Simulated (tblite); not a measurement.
Geometry relaxation of C$_{6}$H$_{14}$GeO$_{2}$ (part 1 of 2)

C$_{6}$H$_{14}$GeO$_{2}$, SMILES CO[C@H]1C[C@H]([GeH3])O[C@@H]1C, computed with GFN2-xTB geometry optimisation, gas phase (tblite 0.8.0).

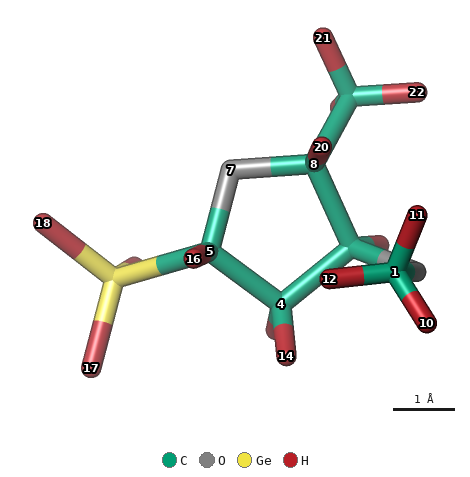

Figure 1. The input geometry (stick view, seen at a tilt; atoms are numbered from 1 in the order of the input). Sticks mark near contacts.

## The input
```
{"job": {"xc": "GFN2-xTB", "basis": "xTB", "kind": "relax"}, "charge": 0, "multiplicity": 1}
C     -2.388000    -0.333400    -1.262900
O     -2.287500    -0.132900     0.126700
C     -0.936700     0.041800     0.599400
C     -0.071500    -1.178300     0.451200
C      1.121100    -0.681800    -0.334200
Ge     2.790100    -1.460600     0.288700
O      1.183800     0.725000    -0.229400
C     -0.140400     1.171000    -0.092700
C     -0.169800     2.464900     0.705300
H     -3.232600    -1.040300    -1.447900
H     -2.663800     0.630300    -1.749200
H     -1.491700    -0.751700    -1.743600
H     -1.019900     0.272100     1.694600
H     -0.572500    -2.029500    -0.060800
H      0.237300    -1.528600     1.470800
H      0.998500    -0.949300    -1.401700
H      2.722600    -2.999500     0.168500
H      3.968100    -0.927400    -0.565000
H      3.012700    -1.066400     1.781300
H     -0.524900     1.396000    -1.107100
H      0.391900     3.260200     0.168500
H     -1.223700     2.816900     0.832300
H      0.292100     2.328700     1.717200
```

The first line tells a small driver script what to run in tblite; the rest is the geometry in Å.

Command:
```bash
OMP_NUM_THREADS=1 python <driver script> task.json out
```

## Output
```
step      E/eV     max force
  0    -816.91894    1.473
  1    -817.09136    0.739
  2    -817.15073    0.425
  3    -817.17850    0.338
  4    -817.19461    0.307
  5    -817.20457    0.272
  6    -817.21214    0.197
  7    -817.21818    0.157
  8    -817.22350    0.183
  9    -817.22816    0.209
 10    -817.23192    0.164
 11    -817.23475    0.092
 12    -817.23691    0.114
 13    -817.23866    0.133
 14    -817.24023    0.110
 15    -817.24169    0.078
 16    -817.24300    0.078
 17    -817.24410    0.072
 18    -817.24497    0.066
 19    -817.24566    0.065
 20    -817.24635    0.065
 21    -817.24713    0.067
 22    -817.24800    0.067
 23    -817.24887    0.062
 24    -817.24966    0.057
 25    -817.25038    0.061
 26    -817.25102    0.053
 27    -817.25157    0.056
 28    -817.25209    0.059
 29    -817.25269    0.058
 30    -817.25341    0.072
 31    -817.25413    0.069
 32    -817.25475    0.064
 33    -817.25530    0.049
 34    -817.25590    0.057
 35    -817.25655    0.059
 36    -817.25716    0.052
 37    -817.25770    0.055
 38    -817.25830    0.060
 39    -817.25902    0.078
 40    -817.25975    0.068
 41    -817.26030    0.045
 42    -817.26067    0.036
 43    -817.26067    0.036
 44    -817.26084    0.034
 45    -817.26138    0.034
 46    -817.26151    0.035
 47    -817.26183    0.028
 48    -817.26198    0.030
 49    -817.26218    0.031
 50    -817.26236    0.025
 51    -817.26257    0.031
 52    -817.26276    0.028
 53    -817.26299    0.034
 54    -817.26326    0.036
 55    -817.26357    0.047
 56    -817.26387    0.043
 57    -817.26412    0.032
 58    -817.26434    0.032
 59    -817.26453    0.033
 60    -817.26470    0.033
 61    -817.26486    0.025
 62    -817.26503    0.029
 63    -817.26520    0.024
 64    -817.26533    0.020
 65    -817.26541    0.016
 66    -817.26548    0.019
 67    -817.26555    0.022
 68    -817.26565    0.023
 69    -817.26575    0.025
 70    -817.26585    0.026
 71    -817.26597    0.023
 72    -817.26610    0.026
 73    -817.26625    0.026
 74    -817.26640    0.035
 75    -817.26655    0.042
 76    -817.26672    0.032
 77    -817.26691    0.032
 78    -817.26713    0.033
 79    -817.26739    0.050
 80    -817.26765    0.056
 81    -817.26789    0.038
 82    -817.26808    0.036
 83    -817.26828    0.037
 84    -817.26852    0.050
 85    -817.26880    0.051
 86    -817.26903    0.029
 87    -817.26915    0.024
 88    -817.26911    0.060
 89    -817.26929    0.021
 90    -817.26935    0.016
 91    -817.26951    0.016
 92    -817.26958    0.015
 93    -817.26966    0.019
 94    -817.26973    0.020
 95    -817.26983    0.022
 96    -817.26992    0.025
 97    -817.27001    0.017
 98    -817.27007    0.015
 99    -817.27010    0.013
100    -817.27013    0.013
101    -817.27017    0.017
102    -817.27022    0.019
103    -817.27026    0.018
104    -817.27028    0.016
105    -817.27031    0.012
106    -817.27033    0.009
107    -817.27036    0.011
108    -817.27038    0.011
109    -817.27041    0.013
110    -817.27045    0.013
111    -817.27050    0.014
112    -817.27055    0.015
113    -817.27059    0.016
114    -817.27063    0.013
115    -817.27068    0.014
116    -817.27073    0.017
117    -817.27079    0.019
118    -817.27087    0.022
119    -817.27098    0.024
120    -817.27111    0.022
121    -817.27121    0.021
122    -817.27128    0.020
123    -817.27131    0.037
124    -817.27139    0.016
125    -817.27147    0.014
126    -817.27157    0.020
127    -817.27166    0.030
128    -817.27177    0.037
129    -817.27194    0.036
130    -817.27221    0.021
131    -817.27231    0.027
132    -817.27243    0.024
133    -817.27255    0.028
134    -817.27277    0.035
135    -817.27290    0.025
136    -817.27301    0.025
137    -817.27312    0.025
138    -817.27323    0.026
139    -817.27335    0.026
140    -817.27348    0.029
141    -817.27363    0.030
142    -817.27379    0.027
143    -817.27400    0.024
144    -817.27421    0.028
145    -817.27446    0.027
146    -817.27469    0.037
147    -817.27499    0.034
148    -817.27533    0.031
149    -817.27576    0.031
150    -817.27605    0.035
151    -817.27629    0.032
152    -817.27647    0.029
153    -817.27666    0.025
154    -817.27693    0.032
155    -817.27712    0.042
156    -817.27735    0.038
157    -817.27754    0.026
158    -817.27771    0.030
159    -817.27787    0.033
160    -817.27803    0.030
161    -817.27821    0.028
162    -817.27841    0.033
163    -817.27865    0.034
164    -817.27888    0.034
165    -817.27902    0.024
166    -817.27913    0.020
167    -817.27922    0.027
168    -817.27933    0.034
169    -817.27946    0.029
170    -817.27963    0.030
171    -817.27983    0.038
172    -817.28003    0.036
173    -817.28022    0.028
174    -817.28036    0.024
175    -817.28049    0.025
176    -817.28062    0.035
177    -817.28076    0.041
178    -817.28089    0.029
179    -817.28103    0.030
180    -817.28119    0.028
181    -817.28138    0.042
182    -817.28164    0.050
183    -817.28196    0.041
184    -817.28231    0.033
185    -817.28268    0.037
186    -817.28307    0.039
187    -817.28347    0.039
188    -817.28381    0.034
189    -817.28406    0.031
190    -817.28422    0.027
191    -817.28427    0.041
192    -817.28444    0.022
193    -817.28453    0.016
194    -817.28465    0.022
195    -817.28469    0.019
196    -817.28473    0.009
197    -817.28475    0.009
198    -817.28476    0.009
199    -817.28478    0.010
200    -817.28478    0.005
201    -817.28479    0.005
202    -817.28480    0.005
203    -817.28480    0.005
204    -817.28481    0.004
205    -817.28481    0.004
```

## Trajectory as extended XYZ (Å, eV, eV/Å), 10 of the 12 frames kept, from step=0 to step=205
```
23
Properties=species:S:1:pos:R:3:forces:R:3 step=0 energy=-816.91894
C    -2.3880   -0.3334   -1.2629   -0.9430   0.0570  -0.5340
O    -2.2875   -0.1329    0.1267    1.1330   0.0270   0.2200
C    -0.9367    0.0418    0.5994   -1.2650   0.5370   0.5310
C    -0.0715   -1.1783    0.4512    0.2330  -1.3200   0.5780
C     1.1211   -0.6818   -0.3342    0.3300  -0.3840  -0.8650
Ge    2.7901   -1.4606    0.2887    1.1340  -0.0260   0.4620
O     1.1838    0.7250   -0.2294    0.0860  -0.4120   0.4490
C    -0.1404    1.1710   -0.0927   -0.2870   0.8220  -0.0600
C    -0.1698    2.4649    0.7053   -0.1090   0.8840   0.5640
H    -3.2326   -1.0403   -1.4479    0.5150   0.4000   0.2360
H    -2.6638    0.6303   -1.7492    0.2430  -0.4620   0.0620
H    -1.4917   -0.7517   -1.7436   -0.1800   0.1740   0.2720
H    -1.0199    0.2721    1.6946   -0.3270   0.0350  -0.8510
H    -0.5725   -2.0295   -0.0608    0.2120   0.5530   0.3510
H     0.2373   -1.5286    1.4708   -0.1710   0.1100  -0.7560
H     0.9985   -0.9493   -1.4017   -0.1570   0.0960   0.0170
H     2.7226   -2.9995    0.1685    0.0880   0.5800   0.0680
H     3.9681   -0.9274   -0.5650   -0.4420  -0.3180   0.4410
H     3.0127   -1.0664    1.7813   -0.0650  -0.2590  -0.7630
H    -0.5249    1.3960   -1.1071   -0.1710  -0.2340   0.1920
H     0.3919    3.2602    0.1685   -0.3160  -0.5640   0.3880
H    -1.2237    2.8169    0.8323    0.8600  -0.3640  -0.0800
H     0.2921    2.3287    1.7172   -0.4010   0.0700  -0.9230
23
Properties=species:S:1:pos:R:3:forces:R:3 step=18 energy=-817.24497
C    -2.4297   -0.3208   -1.2852    0.0150  -0.0090  -0.0010
O    -2.2782   -0.0942    0.1017    0.0090  -0.0130  -0.0200
C    -0.9700    0.0495    0.6008    0.0110   0.0150  -0.0200
C    -0.0784   -1.2038    0.4628   -0.0240   0.0010   0.0000
C     1.1195   -0.7172   -0.3557    0.0000  -0.0160   0.0290
Ge    2.8514   -1.4467    0.2636    0.0250  -0.0230   0.0200
O     1.1981    0.6769   -0.1146   -0.0490  -0.0040  -0.0150
C    -0.1272    1.1743   -0.0593   -0.0270  -0.0190   0.0160
C    -0.1601    2.4822    0.7107    0.0190  -0.0090   0.0010
H    -3.2638   -1.0123   -1.4101   -0.0370   0.0180   0.0320
H    -2.6654    0.6120   -1.8088    0.0100   0.0110   0.0050
H    -1.5403   -0.7651   -1.7353    0.0170  -0.0170  -0.0030
H    -1.1305    0.2809    1.6584   -0.0180   0.0240  -0.0200
H    -0.6156   -2.0177   -0.0195    0.0100  -0.0470  -0.0220
H     0.2420   -1.5384    1.4499   -0.0030  -0.0110   0.0170
H     0.9340   -0.8918   -1.4272    0.0160   0.0040   0.0010
H     2.8418   -2.9456    0.1831    0.0160   0.0290  -0.0080
H     4.0287   -0.9571   -0.5121   -0.0530   0.0290  -0.0260
H     3.0324   -1.0653    1.6942   -0.0130   0.0050  -0.0130
H    -0.4999    1.3356   -1.0850    0.0550  -0.0070   0.0170
H     0.4067    3.2401    0.1787    0.0120   0.0340  -0.0100
H    -1.1878    2.8136    0.8295   -0.0030   0.0040  -0.0210
H     0.2876    2.3378    1.6895    0.0120   0.0030   0.0420
23
Properties=species:S:1:pos:R:3:forces:R:3 step=37 energy=-817.25770
C    -2.4386   -0.3196   -1.2996   -0.0110   0.0120   0.0050
O    -2.2868   -0.0778    0.0833    0.0010   0.0160   0.0120
C    -0.9827    0.0484    0.5973   -0.0010  -0.0260   0.0080
C    -0.1098   -1.2210    0.4789    0.0170  -0.0260  -0.0010
C     1.1055   -0.7513   -0.3199    0.0030  -0.0080  -0.0170
Ge    2.8638   -1.4297    0.2618   -0.0020  -0.0150  -0.0040
O     1.2080    0.6387   -0.0602   -0.0220  -0.0060  -0.0280
C    -0.1073    1.1570   -0.0470   -0.0260   0.0020   0.0110
C    -0.1390    2.4702    0.7123   -0.0150   0.0390  -0.0010
H    -3.3397   -0.9244   -1.4084    0.0100  -0.0140  -0.0050
H    -2.5837    0.6156   -1.8517    0.0490   0.0230   0.0090
H    -1.5908   -0.8598   -1.7277   -0.0210  -0.0070   0.0110
H    -1.1555    0.2862    1.6515   -0.0160   0.0200  -0.0120
H    -0.6491   -2.0293   -0.0126    0.0170  -0.0220   0.0050
H     0.1938   -1.5590    1.4702   -0.0250  -0.0020   0.0140
H     0.9231   -0.9025   -1.3955   -0.0020  -0.0160  -0.0090
H     2.9571   -2.9217    0.1630    0.0160  -0.0030  -0.0280
H     3.9373   -0.8271   -0.5765    0.0270  -0.0070   0.0170
H     3.0675   -1.0465    1.6858    0.0040   0.0190   0.0080
H    -0.4410    1.3112   -1.0865   -0.0010   0.0150   0.0110
H     0.4532    3.2173    0.1927    0.0460   0.0130  -0.0130
H    -1.1630    2.8218    0.7905   -0.0440   0.0050   0.0120
H     0.2731    2.3302    1.7084   -0.0030  -0.0110  -0.0060
```
